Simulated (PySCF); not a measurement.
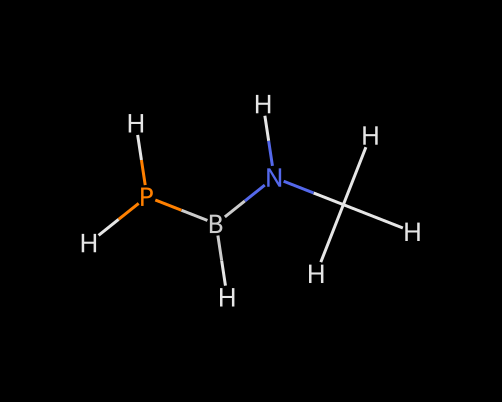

(Drawn from a calculation with PySCF.)

Skeletal drawing of a molecule.

Write the SMILES.

CNBP

Give the formula, hydrogens included.

CH7BNP.

An optimisation with PBE0-D3(BJ)/def2-SVP gave a structure of which point group?

C1. Other conformers may differ.
